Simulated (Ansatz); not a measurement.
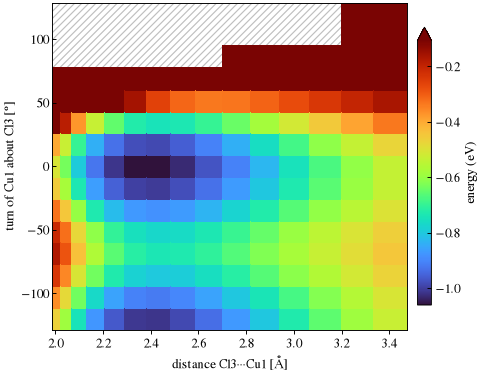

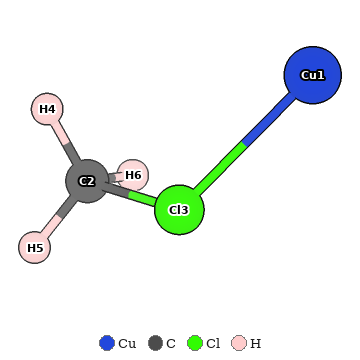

Energy landscape of CH₃ClCu, charge +1. 
- The turn is about an axis along (0.90, −0.43, −0.03) in the frame of the relaxed pair, normal to the line between the partners.
- First axis: distance Cl3···Cu1. Second axis: turn of Cu1 about Cl3.
- Grid: 15 × 15 points. At 35 points there is no value (left out of the scan, as a rule where atoms come close).
- Energies: eV, counted from the ion and the molecule far apart, frozen as in the relaxed pair, each in its own basis (no counterpoise correction).
- Energies and slopes of some neighbouring points disagree (a jump in structure or state, or too coarse a mesh).
- Theory: Ansatz 0.2.0, RHF/def2-TZVPD.

The picture shows one coloured cell a grid point, one colour for all values above the top of the scale, hatched blanks where no value was computed. The second picture is the structure at the lowest point.

Question: Summarise what can be read from the map.

Answer: The lowest grid point is at distance Cl3···Cu1 = 2.432 Å, turn of Cu1 about Cl3 = 0.0°, −1.06 eV from the ion and the molecule far apart, frozen as in the relaxed pair, each in its own basis (no counterpoise correction). The highest grid point, distance Cl3···Cu1 = 2.759 Å, turn of Cu1 about Cl3 = 85.7°, lies 9.00 eV above the lowest. At the highest point the unbonded atoms Cu1···H4 come to 1.25 Å, against 3.70 Å at the lowest; the sum of their van der Waals radii is about 3.6 Å.

Each point was launched as `ansatz run input.yaml --threads 1 --pin off --max-ram 2560MiB --backend cpu --events-out ev --progress --plain --runs-dir out`. The whole map (190 points run) took 18 min on 1 thread of Arm Neoverse V2, with other jobs on the host.
